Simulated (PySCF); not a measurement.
# C₄H₁₀S₂Si: electronic excitations

What electronic excitations should C₄H₁₀S₂Si (`C=CS[SiH2]SCC`) show?

The runs use PySCF 2.14.0, with density-fitted response routines of our own; the level of theory stands in each step. All values are computed, except where a source is named. Atoms count from 0, in the outputs and in this text.

### 1 The molecule as given

17 atoms, charge 0, multiplicity 1; geometry from: GFN2-xTB.

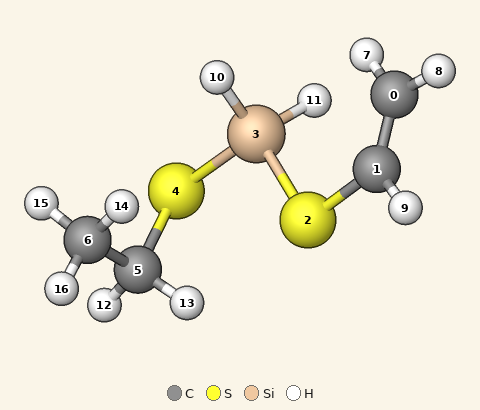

As it starts; carbon grey, sulfur yellow, silicon light orange, hydrogen white, atoms numbered; sticks join atoms by distance.

### 2 Ultraviolet spectrum: B3LYP/def2-SVPD

What the job is given:

```
{"job": {"kind": "uv", "xc": "B3LYP", "basis": "def2-SVPD", "nstates": 8, "ntriplets": 3}, "charge": 0, "multiplicity": 1}
C     -3.363332     0.447852     0.530593
C     -2.614535     1.281704    -0.167289
S     -0.984622     1.038763    -0.758098
Si    -0.441714    -0.930965    -0.072049
S      1.488035    -1.396717    -0.849173
C      2.337253     0.228152    -0.874900
C      2.624845     0.751663     0.516760
H     -3.031691    -0.530531     0.829965
H     -4.358283     0.732722     0.826869
H     -2.968357     2.258813    -0.458986
H     -0.431617    -0.907312     1.386951
H     -1.332046    -1.927139    -0.638249
H      3.259601     0.041863    -1.423178
H      1.713575     0.916393    -1.443201
H      1.698534     0.974737     1.043583
H      3.184777     0.016398     1.090541
H      3.212579     1.665095     0.449950
```

Method: TDDFT B3LYP/def2-SVPD, vertical, gas phase, core orbitals frozen in the response.

Launch:

```
$ OMP_NUM_THREADS=1 python probes_run.py task.json out
```

The driver reads the jobs from task.json and runs them one after another.

Output:

```text
coarse grid: 15416 points
cycle   1  E = -1243.7685473740  dE =  5.293e-01  |g| = 4.123e-01  |ddm| = 6.100e+00
cycle   2  E = -1243.7531431901  dE =  1.540e-02  |g| = 4.745e-01  |ddm| = 1.593e+00
cycle   3  E = -1243.8169168203  dE = -6.377e-02  |g| = 6.892e-02  |ddm| = 8.090e-01
cycle   4  E = -1243.8181427819  dE = -1.226e-03  |g| = 3.365e-02  |ddm| = 1.766e-01
cycle   5  E = -1243.8184437726  dE = -3.010e-04  |g| = 1.071e-02  |ddm| = 6.670e-02
cycle   6  E = -1243.8184757829  dE = -3.201e-05  |g| = 3.145e-03  |ddm| = 2.369e-02
cycle   7  E = -1243.8184783600  dE = -2.577e-06  |g| = 5.466e-04  |ddm| = 5.582e-03
final grid: 133976 points
cycle   8  E = -1243.9575016817  dE = -4.128e-05  |g| = 4.878e-03  |ddm| = 1.058e-01
cycle   9  E = -1243.9574976965  dE =  3.985e-06  |g| = 6.191e-03  |ddm| = 1.584e-02
cycle  10  E = -1243.9575079120  dE = -1.022e-05  |g| = 5.849e-04  |ddm| = 9.085e-03
cycle  11  E = -1243.9575080202  dE = -1.081e-07  |g| = 1.974e-04  |ddm| = 1.588e-03
cycle  12  E = -1243.9575080290  dE = -8.882e-09  |g| = 8.192e-05  |ddm| = 3.609e-04
cycle  13  E = -1243.9575080307  dE = -1.655e-09  |g| = 2.902e-05  |ddm| = 1.569e-04
cycle  14  E = -1243.9575080309  dE = -2.231e-10  |g| = 5.168e-06  |ddm| = 5.345e-05
converged SCF energy = -1243.9575080309

Static polarisability (au): isotropic 119.231, principal 93.159 112.057 152.478

Singlet excitations
state   eV       nm        f      main configurations
  1   5.0699    244.5   0.00357   H->L 0.68, H-1->L 0.29
  2   5.1200    242.2   0.00275   H->L+2 0.81, H-1->L 0.08
  3   5.1963    238.6   0.00948   H-1->L 0.57, H->L 0.25, H->L+2 0.12
  4   5.5308    224.2   0.00611   H-1->L+2 0.90
  5   5.6444    219.7   0.18131   H->L+1 0.80, H-1->L+1 0.13
  6   5.7484    215.7   0.05679   H-1->L+1 0.82, H->L+1 0.11
  7   5.9209    209.4   0.00367   H->L+3 0.97
  8   6.2419    198.6   0.00281   H->L+4 0.97

Triplet excitations (Tamm-Dancoff, eV): 3.9605 4.7927 4.9287
```

Wall time 59 s (1 thread of Arm Neoverse V1, shared host); peak memory 0.91 GiB.

Frontier orbitals and where they lie:

```tsv
orbital	eV	atoms
HOMO−3	-8.82	S2 43 %, Si3 16 %, S4 14 %
HOMO−2	-8.35	S4 47 %, S2 16 %, Si3 12 %
HOMO−1	-6.78	S4 66 %, Si3 10 %, C5 8 %
HOMO	-6.48	S2 45 %, C0 22 %, C1 17 %
LUMO	-0.50	S4 30 %, Si3 22 %, S2 15 %
LUMO+1	-0.41	C1 33 %, C0 31 %, S2 11 %
LUMO+2	-0.28	S2 24 %, Si3 22 %, S4 18 %
```

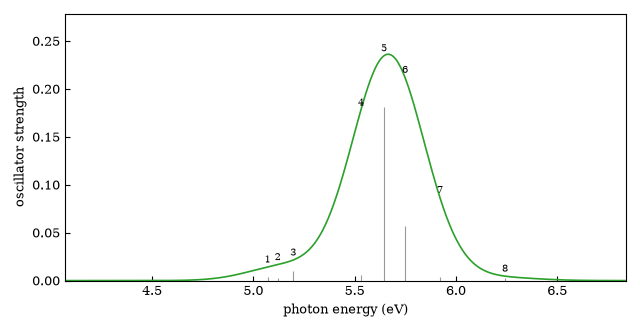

Absorption spectrum from the 8 singlet states computed; above the last one it falls off for lack of states. Lines are broadened to a width of 0.40 eV (Gaussian).

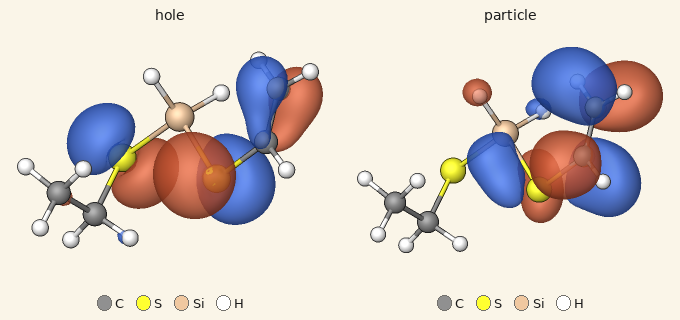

Leading natural transition orbitals of singlet state 5: the electron leaves the hole (left) for the particle orbital (right).

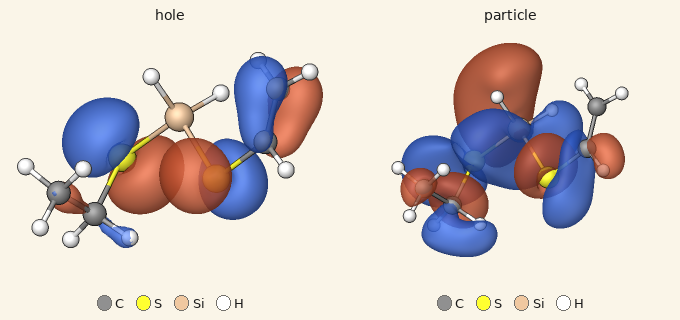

Leading natural transition orbitals of singlet state 1: the electron leaves the hole (left) for the particle orbital (right).

Further results of this job:

```tsv
property	computed
dipole moment (D)	1.27
polarisability (Å³)	17.67
HOMO–LUMO gap (eV)	5.98
−ε(HOMO) (eV)	6.48
```

Orbitals, density, ELF and potential are computed afterwards from the orbital file.

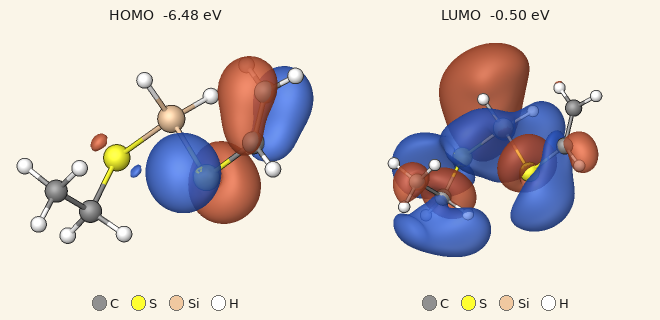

Frontier orbitals at B3LYP/def2-SVPD; each surface holds 70 % of the orbital's density, blue and red mark the sign.

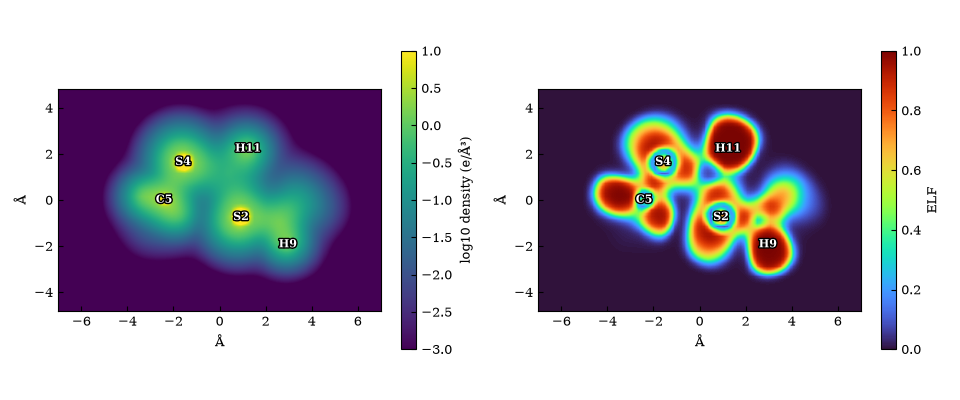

Density (left) and ELF (right) in a plane through or near 5 of the atoms.

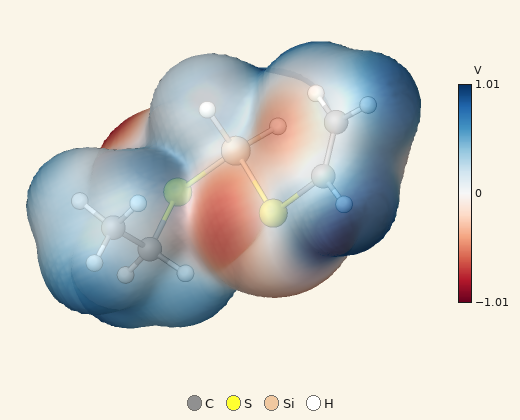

Electrostatic potential on the surface of density 0.002 e/bohr³; red is low, blue high. It runs from -0.87 V near S4 to 1.01 V near H9.

### 3 Outcome

| quantity | value |
| --- | --- |
| lowest singlet (B3LYP/def2-SVPD) | 5.07 eV (245 nm), f = 0.004 |
| brightest single state of those computed | state 5, 5.64 eV, f = 0.181 |
| lowest triplet | 3.96 eV |
| surface potential, least and greatest | -0.87 V and 1.01 V |

In words: The first singlet state (HOMO→LUMO 0.68, HOMO−1→LUMO 0.29) lies at 5.07 eV and is weak; of the 8 states computed, the strongest absorption comes from state 5 at 5.64 eV. The lowest triplet lies 1.11 eV below the lowest singlet (triplets in Tamm-Dancoff, singlets in full TDDFT). At B3LYP/def2-SVPD, counted by nearest atom on the grid, the HOMO lies on S2 50 %; C0 23 %, the LUMO on S4 20 %; Si3 15 %.
